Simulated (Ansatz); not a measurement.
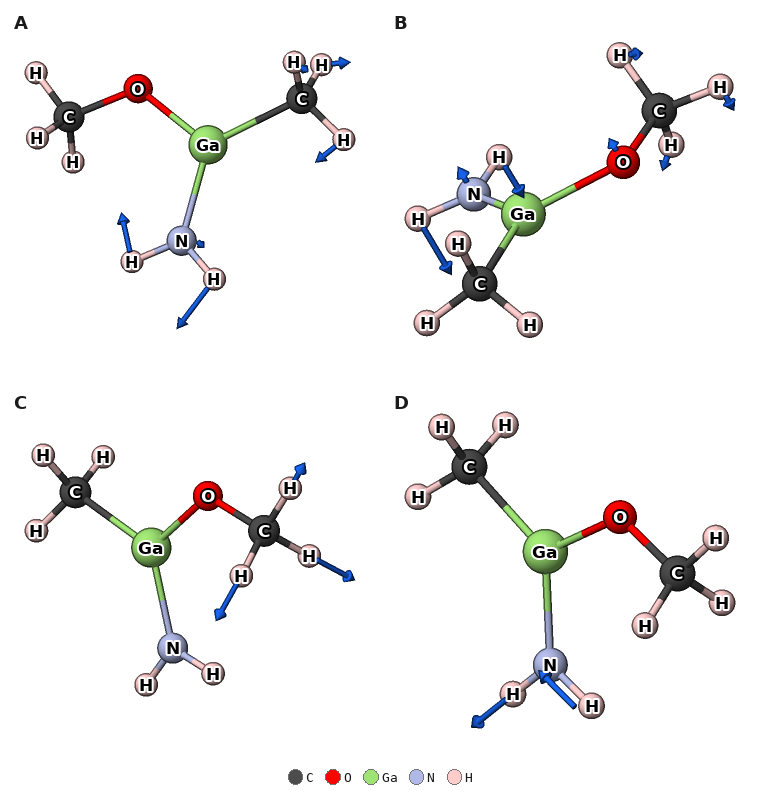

4 normal modes of one molecule or complex, as arrows. Harmonic vibrations computed with RKS PBE0-D4/def2-TZVP (Ansatz 0.2.0) at a stationary point of the same level.

Match the panels to the wavenumbers 143 cm⁻¹, 695 cm⁻¹, 2977 cm⁻¹, 3729 cm⁻¹.

A: 695 cm⁻¹, Ga–N–H bending
B: 143 cm⁻¹, a torsion or out-of-plane motion in which bond lengths and bond angles hardly change
C: 2977 cm⁻¹, in-phase stretching of 3 C–H bonds
D: 3729 cm⁻¹, out-of-phase stretching of 2 N–H bonds
